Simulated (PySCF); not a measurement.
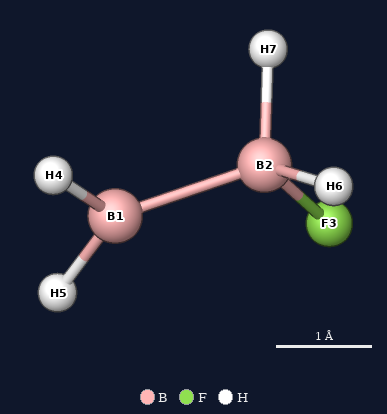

Fig. 1: The structure as given in the input (ball-and-stick view, seen at a tilt; atoms are numbered from 1 in the order of the input).

## Run report: B₂H₄F (charge −1), excited-state calculation

System: B₂H₄F, charge −1.
Method: CASCI/aug-cc-pVDZ, RHF (PySCF 2.14.0).

The geometry comes from this level: GFN2-xTB.

**Log**
```
PySCF version 2.14.0

[INPUT] num. atoms = 7
[INPUT] num. electrons = 24
[INPUT] charge = -1
[INPUT] spin (= nelec alpha-beta = 2S) = 0
[INPUT] symmetry False subgroup None
[INPUT] Mole.unit = angstrom
[INPUT] Symbol           X                Y                Z      unit          X                Y                Z       unit  Magmom
[INPUT]  1 B     -0.557490000000  -0.547080000000  -0.606600000000 AA   -1.053503417184  -1.033831368227  -1.146307867161 Bohr   0.0
[INPUT]  2 B      0.368860000000   0.392230000000   0.434760000000 AA    0.697044378307   0.741207277838   0.821577329916 Bohr   0.0
[INPUT]  3 F      1.833710000000   0.217080000000   0.299000000000 AA    3.465209691876   0.410221747121   0.565028111245 Bohr   0.0
[INPUT]  4 H     -1.752900000000  -0.488230000000  -0.588920000000 AA   -3.312500923750  -0.922620985796  -1.112897509279 Bohr   0.0
[INPUT]  5 H     -0.165490000000  -1.324120000000  -1.424330000000 AA   -0.312730776354  -2.502224156059  -2.691593611002 Bohr   0.0
[INPUT]  6 H      0.111990000000   0.150390000000   1.619360000000 AA    0.211630428690   0.284195911873   3.060146897076 Bohr   0.0
[INPUT]  7 H      0.161310000000   1.599740000000   0.266740000000 AA    0.304831721154   3.023070470512   0.504065546466 Bohr   0.0

nuclear repulsion = 54.2463396677966
number of shells = 44
number of NR pGTOs = 149
number of NR cGTOs = 105
basis = aug-cc-pvdz
ecp = {}

******** <class 'pyscf.scf.hf.RHF'> ********
method = RHF
initial guess = huckel
damping factor = 0
level_shift factor = 0
DIIS = <class 'pyscf.scf.diis.CDIIS'>
diis_start_cycle = 1
diis_space = 8
diis_damp = 0
SCF conv_tol = 1e-09
SCF conv_tol_grad = None
SCF max_cycles = 50
direct_scf = True
direct_scf_tol = 1e-13
Set gradient conv threshold to 3.16228e-05
Spherically averaged atomic HF for {'B', 'H', 'F'}

******** <class 'pyscf.scf.atom_hf.AtomSphAverageRHF'> ********
method = AtomSphAverageRHF
initial guess = minao
damping factor = 0
level_shift factor = 0
DIIS = <class 'pyscf.scf.diis.CDIIS'>
diis_start_cycle = 1
diis_space = 8
diis_damp = 0
SCF conv_tol = 1e-09
SCF conv_tol_grad = None
SCF max_cycles = 50
direct_scf = True
direct_scf_tol = 1e-13
atom = B
Set gradient conv threshold to 3.16228e-05
Initial guess from minao.
init E= -24.3402376870335
cycle= 1 E= -24.3700685415658  delta_E= -0.0298  |g|=    0  |ddm|= 0.442
cycle= 2 E= -24.379693241671  delta_E= -0.00962  |g|=    0  |ddm|= 0.295
cycle= 3 E= -24.3827194115034  delta_E= -0.00303  |g|=    0  |ddm|= 0.0904
cycle= 4 E= -24.3827196004882  delta_E= -1.89e-07  |g|=    0  |ddm|= 0.00272
cycle= 5 E= -24.3827199691305  delta_E= -3.69e-07  |g|=    0  |ddm|= 0.0013
cycle= 6 E= -24.3827199786795  delta_E= -9.55e-09  |g|=    0  |ddm|= 0.000218
cycle= 7 E= -24.3827199787822  delta_E= -1.03e-10  |g|=    0  |ddm|= 2.19e-05
Extra cycle  E= -24.3827199787823  delta_E= -6.04e-14  |g|=    0  |ddm|= 7.82e-07
Atomic HF for atom  B  converged. SCF energy = -24.3827199787823

******** <class 'pyscf.scf.atom_hf.AtomSphAverageRHF'> ********
method = AtomSphAverageRHF
initial guess = minao
damping factor = 0
level_shift factor = 0
DIIS = <class 'pyscf.scf.diis.CDIIS'>
diis_start_cycle = 1
diis_space = 8
diis_damp = 0
SCF conv_tol = 1e-09
SCF conv_tol_grad = None
SCF max_cycles = 50
direct_scf = True
direct_scf_tol = 1e-13
atom = F
Set gradient conv threshold to 3.16228e-05
Initial guess from minao.
init E= -99.0275330101748
cycle= 1 E= -99.0344817604911  delta_E= -0.00695  |g|=    0  |ddm|= 0.144
cycle= 2 E= -99.0349798326672  delta_E= -0.000498  |g|=    0  |ddm|= 0.0433
cycle= 3 E= -99.0351105230996  delta_E= -0.000131  |g|=    0  |ddm|= 0.0138
cycle= 4 E= -99.0351113952796  delta_E= -8.72e-07  |g|=    0  |ddm|= 0.00218
cycle= 5 E= -99.0351113953665  delta_E= -8.68e-11  |g|=    0  |ddm|= 2.52e-05
Extra cycle  E= -99.0351113953679  delta_E= -1.41e-12  |g|=    0  |ddm|= 2.53e-06
Atomic HF for atom  F  converged. SCF energy = -99.0351113953679

******** 1 electron system ********
Atomic HF for atom  H  converged. SCF energy = -0.499334315439585

  HOMO = -0.126764927408769  LUMO = -0.0252969535972071  gap/eV = 2.76108
init E= -150.286938787116
  HOMO = -0.202375567040036  LUMO = 0.0811480695883349  gap/eV = 7.71507
cycle= 1 E= -151.045331751309  delta_E= -0.758  |g|= 0.738  |ddm|= 4.38
  HOMO = -0.108168397136581  LUMO = 0.140257837879211  gap/eV = 6.76002
cycle= 2 E= -151.120852533555  delta_E= -0.0755  |g|= 0.451  |ddm|= 1.24
  HOMO = -0.157203135198468  LUMO = 0.139975763493197  gap/eV = 8.08665
cycle= 3 E= -151.15291730038  delta_E= -0.0321  |g|= 0.0355  |ddm|= 0.425
  HOMO = -0.17411315802522  LUMO = 0.139956939120376  gap/eV = 8.54628
cycle= 4 E= -151.153476188133  delta_E= -0.000559  |g|= 0.0109  |ddm|= 0.173
  HOMO = -0.170321664003134  LUMO = 0.139920953408553  gap/eV = 8.44213
cycle= 5 E= -151.153534573174  delta_E= -5.84e-05  |g|= 0.00199  |ddm|= 0.0507
  HOMO = -0.170310640624187  LUMO = 0.139931394811926  gap/eV = 8.44212
cycle= 6 E= -151.153538112044  delta_E= -3.54e-06  |g|= 0.000471  |ddm|= 0.0124
  HOMO = -0.170315078805076  LUMO = 0.139928299864058  gap/eV = 8.44215
cycle= 7 E= -151.153538341037  delta_E= -2.29e-07  |g|= 0.000134  |ddm|= 0.00307
  HOMO = -0.170290890393143  LUMO = 0.13992907380391  gap/eV = 8.44152
cycle= 8 E= -151.153538359158  delta_E= -1.81e-08  |g|= 2.28e-05  |ddm|= 0.000905
  HOMO = -0.17029174349863  LUMO = 0.139929016696975  gap/eV = 8.44154
cycle= 9 E= -151.153538359605  delta_E= -4.47e-10  |g|= 4.57e-06  |ddm|= 0.000152
  HOMO = -0.170292086685238  LUMO = 0.139928993646089  gap/eV = 8.44155
Extra cycle  E= -151.153538359622  delta_E= -1.67e-11  |g|= 1.88e-06  |ddm|= 3.13e-05
converged SCF energy = -151.153538359622

******** <class 'pyscf.mcscf.casci.CASCI'> ********
CAS (1e+1e, 2o), ncore = 11, nvir = 92
natorb = False
canonicalization = True
sorting_mo_energy = False
******** <class 'pyscf.fci.addons.SpinPenaltyFCISolver'> ********
max. cycles = 200
conv_tol = 1e-08
davidson only = True
linear dependence = 1e-12
level shift = 0.001
max iter space = 12
nroots = 3
pspace_size = 400
spin = None

WARN: Mulitple states found in CASCI solver. First state is used to compute the Fock matrix and natural orbitals in active space.

Density matrix diagonal elements [1.99999872e+00 1.28043721e-06]
CASCI converged
CASCI state   0  E = -151.153538832207  E(CI) = -0.734489893706041  S^2 = 0.0000000
CASCI state   1  E = -150.942616342844  E(CI) = -0.523567404343680  S^2 = 0.0000000
CASCI state   2  E = -150.543316649585  E(CI) = -0.124267711084684  S^2 = 2.0000000
total energy: -151.15353883 hartree
state  energy (Eh)  excitation (eV)
  0    -151.15353883    0.0000
  1    -150.94261634    5.7395
  2    -150.54331665   16.6050
```

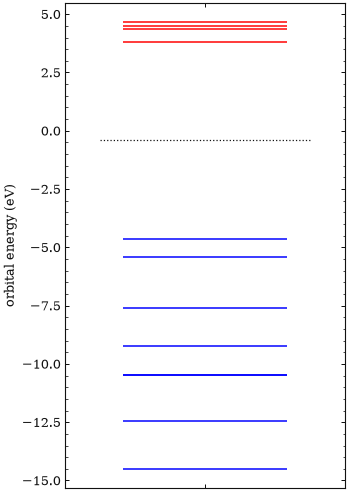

Fig. 2: Orbital energies near the frontier (SCF reference); the dotted line parts filled from empty levels, and levels within 0.02 eV of each other stand side by side. Highest filled −4.63 eV, lowest empty 3.81 eV, 8.44 eV apart.

The run was set up as follows.

**Input (job.py)**
```python
import numpy
from pyscf import gto, scf, mcscf

system = gto.M(
    atom=[
    ('B', (-0.557490, -0.547080, -0.606600)),
    ('B', (0.368860, 0.392230, 0.434760)),
    ('F', (1.833710, 0.217080, 0.299000)),
    ('H', (-1.752900, -0.488230, -0.588920)),
    ('H', (-0.165490, -1.324120, -1.424330)),
    ('H', (0.111990, 0.150390, 1.619360)),
    ('H', (0.161310, 1.599740, 0.266740)),
],
    basis='aug-cc-pvdz',
    verbose=4,
    max_memory=1860,
    charge=-1,
)

mf = scf.RHF(system)
mf.init_guess = 'huckel'
mf.kernel()

cas = mcscf.CASCI(mf, 2, 2)
cas.fix_spin_(ss=0.0)
cas.fcisolver.nroots = 3
cas.kernel()
states = list(cas.e_tot)
etot = states[0]
print(f'total energy: {etot:.8f} hartree')

roots = (numpy.array(states[1:]) - states[0]) * 27.211386
print('state  energy (Eh)  excitation (eV)')
for i, e in enumerate(states):
    print('%3d %16.8f %9.4f' % (i, e, (e - states[0]) * 27.211386))
```

Run as:
```bash
OMP_NUM_THREADS=1 python job.py
```

**Results in brief**

```tsv
quantity	value
outcome	converged
total energy	−151.153539 hartree
SCF energy	−151.153538 hartree
CASSCF energy	−151.153539 hartree
correlation energy	0.000000 hartree
basis functions	105
HOMO of the SCF reference	−4.63 eV
LUMO of the SCF reference	3.81 eV
hardware	1 thread of Arm Neoverse V1, 24 GiB of memory available, shared host
wall time	2.6 s
peak memory	0.23 GiB
```

**Notes**

Settings chosen away from the usual ones: tied set to false; guess set to huckel (from minao).
